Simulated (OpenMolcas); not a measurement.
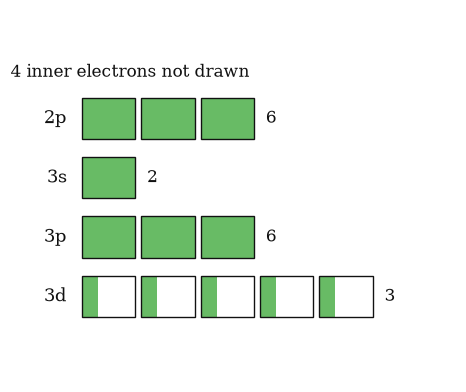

**Figure 1.** The outer shells of the leading configuration of the lowest level: a box for each of the 2l + 1 orbitals, shaded by the share of the shell that is filled, with the electron count at the right.

## Multiconfigurational calculation for Ti⁺ (part 1 of 2)

System: Ti⁺.
Method: state-averaged CASSCF, active space 3 electrons in the shell 3d, basis ANO-RCC-VDZP, DKH2 scalar Hamiltonian, spin-orbit coupling by RASSI with atomic mean-field integrals (OpenMolcas).

### Input
```
&GATEWAY
Coord
1

Ti 0.0 0.0 0.0
Basis=ANO-RCC-VDZP
Group=XYZ
NoMove
AngMom=0.0 0.0 0.0
AMFI
&SEWARD
&RASSCF
FileOrb=start.orb
Symmetry=1
Spin=4
nActEl=3 0 0
Inactive=3 6
Ras2=5 0
CIRoot=10 10 1
SDav=10
CIMx=300
Iter=120 100
PrWF=0.3
OrbListing=Nothing
MaxOrb=0
Atom
>>> COPY $Project.JobIph JOB001
&RASSCF
FileOrb=start.orb
Symmetry=1
Spin=2
nActEl=3 0 0
Inactive=3 6
Ras2=5 0
CIRoot=40 40 1
SDav=40
CIMx=300
Iter=120 100
PrWF=0.3
OrbListing=Nothing
MaxOrb=0
Atom
>>> COPY $Project.JobIph JOB002
&RASSI
NrOfJobIphs=2 10 40
1 2 3 4 5 6 7 8 9 10
1 2 3 4 5 6 7 8 9 10 11 12 13 14 15 16 17 18 19 20 21 22 23 24 25 26 27
28 29 30 31 32 33 34 35 36 37 38 39 40
IphNames
JOB001
JOB002
EJob
SpinOrbit
DIPRint=1.0
SOCoupling=1000.0
Subsets=2
MEES
Property=10
'ANGMOM' 1 'ANGMOM' 2 'ANGMOM' 3 'MLTPL  1' 1 'MLTPL  1' 2 'MLTPL  1' 3
'AMFI' 1 'AMFI' 2 'AMFI' 3 'MLTPL  2' 6
SOProperty=3
'ANGMOM' 1 'ANGMOM' 2 'ANGMOM' 3
```

The file start.orb holds starting orbitals from an earlier step. A driver script formed the levels outside the program, from RASSI's spin-orbit matrix and the active-space energies, averaged over the components of each term or state.

Run as:
```bash
OMP_NUM_THREADS=1 MOLCAS_MEM=1689 MOLCAS_PROJECT=a pymolcas a.inp > a.log  # once for each step of the input, in one work folder
```

### The program's output (extracts)
```
--- SEWARD ---
Basis set label: TI.ANO-RCC...5S4P2D1F.

      Electronic valence basis set:
      ------------------
      Associated Effective Charge  22.000000 au
      Associated Actual Charge     22.000000 au
      Nuclear Model: Point charge

      Shell  nPrim  nBasis  Cartesian Spherical Contaminant
         s      21       5        X
         p      15       4        X
         d      10       2                 X
         f       6       1                 X
                  Relativistic Douglas-Kroll-Hess integrals:
                    - DKH order of Hamiltonian: 2
                    - DKH order of Properties : 0
                  Atomic mean-field integrals
--- RASSCF ---
Wave function specifications:
      -----------------------------

      Number of closed shell electrons          18
      Number of electrons in active shells       3
      Max number of holes in RAS1 space          0
      Max nr of electrons in RAS3 space          0
      Number of inactive orbitals                9
      Number of active orbitals                  5
      Number of secondary orbitals              20
      Spin quantum number                      1.5
      State symmetry                             1
Orbital specifications:
      -----------------------

      Symmetry species                           1   2
                                                ag  au
      Frozen orbitals                            0   0
      Inactive orbitals                          3   6
      Active orbitals                            5   0
      RAS1 orbitals                              0   0
      RAS2 orbitals                              5   0
      RAS3 orbitals                              0   0
      Secondary orbitals                         7  13
      Deleted orbitals                           0   0
      Number of basis functions                 15  19
      Number of CSFs                            10
      Number of root(s) required                10
      Iter CI   SX   CI       RASSCF       Energy    max ROT     max BLB   max BLB  Level Ln srch  Step   QN
          iter iter root      energy       change     param      element    value   shift minimum  type update
 Nr of preliminary CI iterations:   1
        1   1    6    0  -852.47839848    0.00E+00   1.01E-01*   4  10 2  1.31E-01*  0.00   0.00    SX    NO
        2   1    5    0  -852.48269535   -4.30E-03* -8.80E-02    5  11 2 -1.01E-01*  0.00   0.00    SX    NO
        3   1    5    0  -852.48804216   -5.35E-03*  7.04E-02    4  10 2  8.50E-02*  0.00   0.00    SX    NO
        4   1    5    0  -852.48963120   -1.59E-03* -6.08E-02    4  10 2 -6.91E-02*  0.00   0.00    SX    NO
        5   1    5    0  -852.49174377   -2.11E-03*  2.41E-02    4  10 2  5.91E-02*  0.00   0.55    LS   YES
        6   1    5    0  -852.49546454   -3.72E-03*  2.05E-03    4  10 2  8.34E-03*  0.00   1.12    QN   YES
        7   1    4    0  -852.49551461   -5.01E-05*  7.55E-05    4  10 2  5.01E-04*  0.00   1.05    QN   YES
        8   1    4    0  -852.49551482   -2.07E-07* -3.17E-05    3   9 1 -3.58E-05   0.00   1.11    QN   YES
        9   1    3    0  -852.49551482   -4.80E-09  -4.14E-06    6  12 2 -4.01E-06   0.00   1.08    QN   YES
      Convergence after  9 iterations
       10   1    3    0  -852.49551482   -5.37E-11  -4.14E-06    6  12 2 -4.86E-07   0.00   1.08    QN   YES
      Natural orbitals and occupation numbers for root  1
      sym 1:   0.118387   0.118387   0.881613   0.881613   1.000000
      Natural orbitals and occupation numbers for root  2
      sym 1:   0.966057   1.000000   0.033943   0.966057   0.033943
      Natural orbitals and occupation numbers for root  3
      sym 1:   0.197900   1.000000   0.802100   0.197900   0.802100
::    RASSCF root number  1 Total energy:   -852.51076679
::    RASSCF root number  2 Total energy:   -852.51076679
::    RASSCF root number  3 Total energy:   -852.51076679
::    RASSCF root number  4 Total energy:   -852.51076679
::    RASSCF root number  5 Total energy:   -852.51076679
::    RASSCF root number  6 Total energy:   -852.51076679
::    RASSCF root number  7 Total energy:   -852.51076679
::    RASSCF root number  8 Total energy:   -852.45992689
::    RASSCF root number  9 Total energy:   -852.45992689
::    RASSCF root number 10 Total energy:   -852.45992689
--- RASSCF ---
Wave function specifications:
      -----------------------------

      Number of closed shell electrons          18
      Number of electrons in active shells       3
      Max number of holes in RAS1 space          0
      Max nr of electrons in RAS3 space          0
      Number of inactive orbitals                9
      Number of active orbitals                  5
      Number of secondary orbitals              20
      Spin quantum number                      0.5
      State symmetry                             1
Orbital specifications:
      -----------------------

      Symmetry species                           1   2
                                                ag  au
      Frozen orbitals                            0   0
      Inactive orbitals                          3   6
      Active orbitals                            5   0
      RAS1 orbitals                              0   0
      RAS2 orbitals                              5   0
      RAS3 orbitals                              0   0
      Secondary orbitals                         7  13
      Deleted orbitals                           0   0
      Number of basis functions                 15  19
      Number of CSFs                            40
      Number of root(s) required                40
      Iter CI   SX   CI       RASSCF       Energy    max ROT     max BLB   max BLB  Level Ln srch  Step   QN
          iter iter root      energy       change     param      element    value   shift minimum  type update
 Nr of preliminary CI iterations:   1
        1   1    2    0  -852.42274223    0.00E+00  -2.53E-02    8  15 1 -9.69E-03*  0.00   0.00    SX    NO
        2   1    5    0  -852.42328359   -5.41E-04* -1.43E-02    6  10 2 -2.09E-02*  0.00   0.00    SX    NO
        3   1    5    0  -852.42339471   -1.11E-04*  1.40E-02    6  10 2  1.50E-02*  0.00   0.00    SX    NO
        4   1    5    0  -852.42345794   -6.32E-05* -1.19E-02    6  10 2 -1.37E-02*  0.00   0.00    SX    NO
        5   1    5    0  -852.42351330   -5.54E-05*  5.41E-03    6  10 2  1.19E-02*  0.00   0.54    LS   YES
        6   1    4    0  -852.42368117   -1.68E-04* -1.49E-04    6  10 2  2.99E-04*  0.00   1.03    QN   YES
        7   1    3    0  -852.42368128   -1.08E-07*  4.58E-06    3   9 1  8.77E-06   0.00   1.01    QN   YES
        8   1    3    0  -852.42368128   -1.44E-10  -7.50E-07    3   9 1  1.88E-06   0.00   1.22    QN   YES
      Convergence after  8 iterations
        9   1    3    0  -852.42368128   -5.12E-12  -7.50E-07    6  10 2 -7.46E-08   0.00   1.22    QN   YES
      Natural orbitals and occupation numbers for root  1
      sym 1:   0.480136   0.701095   0.517561   0.619103   0.682106
      Natural orbitals and occupation numbers for root  2
      sym 1:   0.702490   0.497022   0.477991   0.692155   0.630342
      Natural orbitals and occupation numbers for root  3
      sym 1:   0.477563   0.697800   0.531198   0.608849   0.684590
::    RASSCF root number  1 Total energy:   -852.46026843
::    RASSCF root number  2 Total energy:   -852.46026843
::    RASSCF root number  3 Total energy:   -852.46026843
::    RASSCF root number  4 Total energy:   -852.46026843
::    RASSCF root number  5 Total energy:   -852.46026843
::    RASSCF root number  6 Total energy:   -852.46026843
::    RASSCF root number  7 Total energy:   -852.46026843
::    RASSCF root number  8 Total energy:   -852.46026843
::    RASSCF root number  9 Total energy:   -852.46026843
::    RASSCF root number 10 Total energy:   -852.44373402
::    RASSCF root number 11 Total energy:   -852.44373402
::    RASSCF root number 12 Total energy:   -852.44373402
::    RASSCF root number 13 Total energy:   -852.44373402
::    RASSCF root number 14 Total energy:   -852.44373402
::    RASSCF root number 15 Total energy:   -852.44373402
::    RASSCF root number 16 Total energy:   -852.44373402
::    RASSCF root number 17 Total energy:   -852.44373402
::    RASSCF root number 18 Total energy:   -852.44373402
::    RASSCF root number 19 Total energy:   -852.44373402
::    RASSCF root number 20 Total energy:   -852.44373402
::    RASSCF root number 21 Total energy:   -852.44373402
::    RASSCF root number 22 Total energy:   -852.44373402
::    RASSCF root number 23 Total energy:   -852.44373402
::    RASSCF root number 24 Total energy:   -852.43816978
::    RASSCF root number 25 Total energy:   -852.43816978
::    RASSCF root number 26 Total energy:   -852.43816978
::    RASSCF root number 27 Total energy:   -852.43816978
::    RASSCF root number 28 Total energy:   -852.43816978
::    RASSCF root number 29 Total energy:   -852.39413081
::    RASSCF root number 30 Total energy:   -852.39413081
```

(Continued in part 2.) Outcome of the run: converged.
